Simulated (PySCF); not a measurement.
# SiF2 (SMILES F[Si]F): a chain of runs

We compute a series of 18 runs (PBE0-D4/def2-TZVP, CCSD(T)/def2-TZVPP, RI-MP2/def2-QZVPP, PBE-D4/def2-TZVPP, r2SCAN-D4/def2-TZVPP, B3LYP-D4/def2-TZVPP, PBE0-D4/def2-TZVPP, wB97M-V/def2-TZVPP, and more) of F2Si. 

The calculation is run with PySCF 2.14.0.

1 further run of the same task is left out (for a faulty analytic Hessian).

**1. The molecule**

The species is SiF2 (3 atoms), meant as a singlet with charge 0. As SMILES, `F[Si]F`. All atoms were displaced at random from a relaxed shape. The run starts from this shape.

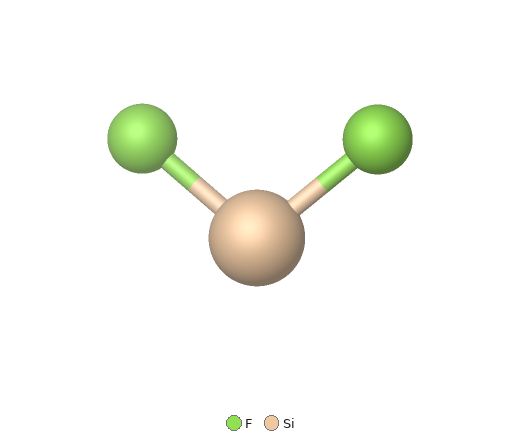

The structure, seen from a chosen angle (fluorine green, silicon light orange).

**2. A structure relaxation at PBE0-D4/def2-TZVP (density fitting with def2-universal-jkfit) (run 1)**

geometry.xyz reads:

```xyz
3

F      0.183576     1.305806     0.233127
Si    -0.579901    -0.028177    -0.358818
F      0.440515    -1.178528     0.111869
```

run.py reads:

```python
# F[Si]F
from pyscf import gto, dft
from pyscf.geomopt.geometric_solver import kernel as optimise

molecule = gto.M(
    atom='geometry.xyz',
    max_memory=1860,
    verbose=3,
    basis='def2-tzvp',
    spin=0,
)

calc0 = dft.RKS(molecule)
calc0.xc = 'pbe0'
calc0 = calc0.density_fit(auxbasis='def2-universal-jkfit')
calc0.disp = 'd4'
calc0.conv_tol = 1e-09
calc0.max_cycle = 100
calc0.grids.level = 4
converged, mol_eq = optimise(calc0, maxsteps=100)
print('converged:', converged)
print(mol_eq.tostring())

calc0.reset(mol_eq)
molecule = mol_eq
calc0.kernel()
e_tot = calc0.e_tot
print(f'total energy: {e_tot:.8f} hartree')
```

The run is started by

```bash
OMP_NUM_THREADS=1 python run.py
```

Output:

```text
maxiter                   100
----------------------------------------------------------
Custom engine selected.
Bonds will be generated from interatomic distances less than 1.20 times sum of covalent radii
9 internal coordinates being used (instead of 9 Cartesians)
Internal coordinate system (atoms numbered from 1):
Distance 1-2
Distance 2-3
Angle 1-2-3
Translation-X 1-3
Translation-Y 1-3
Translation-Z 1-3
Rotation-A 1-3
Rotation-B 1-3
Rotation-C 1-3
> ===== Optimization Info: ====
> Job type: Energy minimization
> Maximum number of optimization cycles: 100
> Initial / maximum trust radius (Angstrom): 0.100 / 0.300
> Convergence Criteria:
> Will converge when all 5 criteria are reached:
>  |Delta-E| < 1.00e-06
>  RMS-Grad  < 3.00e-04
>  Max-Grad  < 4.50e-04
>  RMS-Disp  < 1.20e-03
>  Max-Disp  < 1.80e-03
> === End Optimization Info ===

[... 7 lines left out ...]
WARN: Mole.unit (angstrom) is changed to Bohr
[... 1 line left out ...]
converged SCF energy = -489.060144613168
[... 7 lines left out ...]
Step    0 : Gradient = 1.987e-02/2.435e-02 (rms/max) Energy = -489.0601446132
[... 8 lines left out ...]
converged SCF energy = -489.06113609336
[... 16 lines left out ...]
converged SCF energy = -489.061273716429
[... 16 lines left out ...]
converged SCF energy = -489.061276349254
[... 10 lines left out ...]
Geometry optimization cycle 5
Cartesian coordinates (Angstrom)
 Atom        New coordinates             dX        dY        dZ
   F   0.175911   1.282196   0.228656   -0.000023  0.000420  0.000659
  Si  -0.568355  -0.012234  -0.350561    0.000453  0.000372  0.000289
   F   0.442754  -1.164931   0.111455    0.001012  0.000530 -0.000024
converged SCF energy = -489.061276384769
--------------- DFRKS_Scanner gradients ---------------
         x                y                z
0 F     0.0000205941     0.0000203469    -0.0000105066
1 Si    -0.0000099441    -0.0000650526    -0.0000132164
2 F    -0.0000540801     0.0000040954    -0.0000044787
----------------------------------------------
cycle 5: E = -489.061276385  dE = -3.55151e-08  norm(grad) = 9.17354e-05
Step    4 : Displace = 6.262e-05/7.950e-05 (rms/max) Trust = 2.828e-01 (+) Grad = 5.296e-05/6.712e-05 (rms/max) E (change) = -489.0612763848 (-3.552e-08) Quality = 0.383
Hessian Eigenvalues: 4.78772e-02 4.99998e-02 5.00000e-02 ... 2.45910e-01 3.43830e-01 4.84248e-01
Converged! =D

converged: True
F           0.17591110        1.28219583        0.22865595
Si         -0.56835506       -0.01223435       -0.35056085
F           0.44275429       -1.16493118        0.11145465
converged SCF energy = -489.061276384771
total energy: -489.06127638 hartree
```

Run time: 38 s. Hardware: 1 thread of Arm Neoverse V1, shared host; peak memory 0.93 GiB.

Steps, from the record of the run:

| step | energy from the first frame kept (eV) | largest force (eV/Å) |
| --- | --- | --- |
| 0 | 0.0000 | 1.2522 |
| 1 | -0.0270 | 0.4786 |
| 2 | -0.0307 | 0.0650 |
| 3 | -0.0308 | 0.0080 |
| 4 | -0.0308 | 0.0035 |

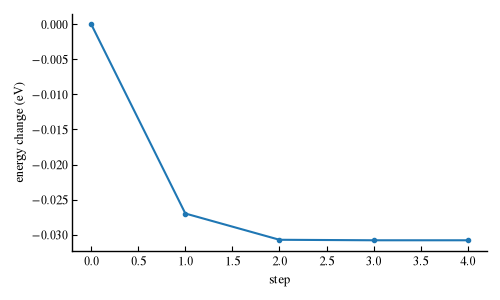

Energy along the run.

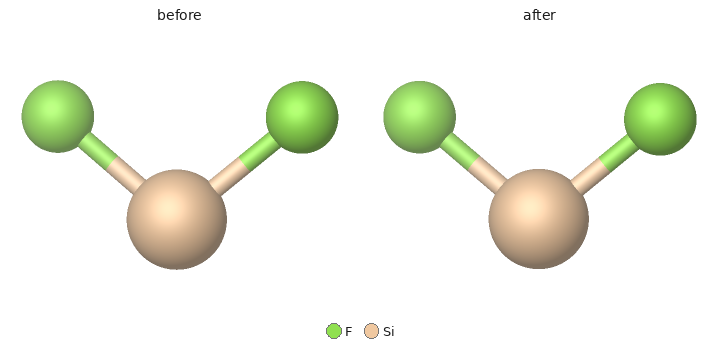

Before and after, at one scale.

After the run. Bond lengths: F1–Si2 1.602 Å, Si2–F3 1.601 Å. Angles: F1–Si2–F3 100.6°.

**3. The energy at CCSD(T)/def2-TZVPP (run 3)**

job.py reads:

```python
from pyscf import gto, cc

mol = gto.Mole()
mol.atom = '''
F        0.175911       1.282196       0.228656
Si      -0.568355      -0.012234      -0.350561
F        0.442754      -1.164931       0.111455
'''
mol.charge = 0
mol.verbose = 3
mol.basis = 'def2-tzvpp'
mol.spin = 0
mol.max_memory = 1860
mol.build()

mf = mol.RHF()
mf.conv_tol = 1e-10
mf.kernel()
if not mf.converged:
    mf = mf.newton().run(mf.mo_coeff, mf.mo_occ)

mycc = cc.CCSD(mf, frozen=7)
mycc.kernel()
e_t = mycc.ccsd_t()
etot = mycc.e_tot + e_t
print('E(%s) = %.9f' % ('CCSD(T)', etot))
```

The run is started by

```bash
OMP_NUM_THREADS=1 python job.py
```

Output:

```text
converged SCF energy = -488.011222733757
E(CCSD) = -488.6170124094347  E_corr = -0.6057896756774312
CCSD(T) correction = -0.0186335905083943
E(CCSD(T)) = -488.635646000
```

Wall time 43 s (1 thread of Arm Neoverse V1, shared host); peak memory 0.7 GiB.

Runs 4 to 18 aren't shown in full; the table further down has their settings and results.

**4. The doublet cation: the energy at UB3LYP/6-31G(d) (spherical functions) (run 19)**

start.xyz reads:

```xyz
3
F2Si
F      0.175911     1.282196     0.228656
Si    -0.568355    -0.012234    -0.350561
F      0.442754    -1.164931     0.111455
```

calc.py reads:

```python
from pyscf import gto, dft

molecule = gto.M(
    atom='start.xyz',
    spin=1,
    max_memory=1860,
    verbose=3,
    basis='6-31g*',
    charge=1,
)

calc0 = dft.UKS(molecule, xc='b3lyp')
calc0.conv_tol = 1e-10
calc0.grids.level = 5
calc0.kernel()
if not calc0.converged:
    calc0 = calc0.newton().run(calc0.mo_coeff, calc0.mo_occ)

e_final = calc0.e_tot
print('Final energy', e_final)
```

The run is started by

```bash
OMP_NUM_THREADS=1 python calc.py
```

Output:

```text
WARN: HOMO -0.281646658881057 >= LUMO -0.281646658881059

converged SCF energy = -488.852755662312  <S^2> = 0.75239753  2S+1 = 2.0023961
Final energy -488.8527556623123
```

Wall time 8.1 s (1 thread of Arm Neoverse V1, shared host); peak memory 0.27 GiB.

**5. All runs side by side**

| run | level | task | integral approximation | partner | energy (Eh) | dipole moment (D) of the reference | HOMO energy (eV) | LUMO energy (eV) | wall time |
| --- | --- | --- | --- | --- | --- | --- | --- | --- | --- |
| 1 | PBE0-D4/def2-TZVP (density fitting with def2-universal-jkfit) | optimise | def2-universal-jkfit | base | -489.061276 | 1.09 | -8.30 | -2.13 | 38 s |
| 3 | CCSD(T)/def2-TZVPP | energy | none | base | -488.635646 | 1.21 | -11.03 | 0.96 | 43 s |
| 4 | RI-MP2/def2-QZVPP (density fitting with def2-universal-jkfit) | energy | def2-universal-jkfit | base | -488.686878 | 1.20 | -11.05 | 0.77 | 2.2 s |
| 5 | PBE-D4/def2-TZVPP | energy | none | base | -489.041273 | 0.98 | -7.08 | -2.95 | 10 s |
| 6 | r2SCAN-D4/def2-TZVPP | energy | none | base | -489.263905 | 0.95 | -7.32 | -2.86 | 23 s |
| 7 | B3LYP-D4/def2-TZVPP | energy | none | base | -489.399381 | 1.17 | -8.13 | -2.34 | 11 s |
| 8 | PBE0-D4/def2-TZVPP | energy | none | base | -489.061414 | 1.09 | -8.30 | -2.13 | 11 s |
| 9 | wB97M-V/def2-TZVPP | energy | none | base | -489.319707 | 1.20 | -10.49 | -0.05 | 45 s |
| 10 | B2PLYP/def2-TZVPP | energy | none | base | -489.158187 | 1.23 | -9.35 | -0.95 | 11 s |
| 11 | SVWN5/def2-TZVPP | energy | none | base | -486.969974 | 1.06 | -7.23 | -3.14 | 7.2 s |
| 12 | M06-2X/def2-TZVPP | energy | none | base | -489.292340 | 1.26 | -9.45 | -1.25 | 23 s |
| 13 | B3LYP/6-31G* (spherical functions) | energy | none | base | -489.253850 | 0.90 | -7.87 | -2.04 | 4.5 s |
| 14 | HF/STO-3G | energy | none | base | -481.683901 | 0.89 | -6.85 | 6.81 | 0.81 s |
| 15 | UPBE-D4/def2-TZVPP | energy | none | cation | -488.643132 | – | -16.33 | -14.49 | 19 s |
| 16 | UB3LYP-D4/def2-TZVPP | energy | none | cation | -488.991152 | – | -17.57 | -14.02 | 22 s |
| 17 | UPBE0-D4/def2-TZVPP | energy | none | cation | -488.658275 | – | -17.87 | -13.54 | 21 s |
| 18 | U-wB97M-V/def2-TZVPP | energy | none | cation | -488.911682 | – | -19.85 | -11.75 | 80 s |
| 19 | UB3LYP/6-31G* (spherical functions) | energy | none | cation | -488.852756 | – | -17.41 | -13.92 | 8.1 s |

**6. Outcome**

```
                                                               quantity          value
                                   doublet cation, run 19: total energy  -488.85276 Eh
             doublet cation, run 19: HOMO energy (highest over α and β)      -17.41 eV
              doublet cation, run 19: LUMO energy (lowest over α and β)      -13.92 eV
                                           doublet cation, run 19: ⟨S²⟩          0.752
  vertical ionisation energy (to the doublet cation), PBE-D4/def2-TZVPP      10.834 eV
vertical ionisation energy (to the doublet cation), B3LYP-D4/def2-TZVPP      11.108 eV
 vertical ionisation energy (to the doublet cation), PBE0-D4/def2-TZVPP      10.970 eV
 vertical ionisation energy (to the doublet cation), wB97M-V/def2-TZVPP      11.103 eV
       vertical ionisation energy (to the doublet cation), B3LYP/6-31G*      10.914 eV
```

At PBE-D4/def2-TZVPP: the vertical ionisation energy comes to 10.83 eV (1045 kJ/mol). −ε(HOMO) before ionisation, 7.08 eV, is 3.75 eV below this ionisation energy. At B3LYP-D4/def2-TZVPP: removing an electron at fixed nuclei costs 11.11 eV (1072 kJ/mol). The negative HOMO energy of the first species, 8.13 eV, lies 2.98 eV below that difference. At PBE0-D4/def2-TZVPP: the vertical ionisation energy comes to 10.97 eV (253 kcal/mol). −ε(HOMO) before ionisation, 8.30 eV, is 2.67 eV below this ionisation energy. Totals of different functionals can't be ranked against each other. In run 14 the basis is minimal, so the values are rough. All runs together took 6.3 min, the longest 80 s.
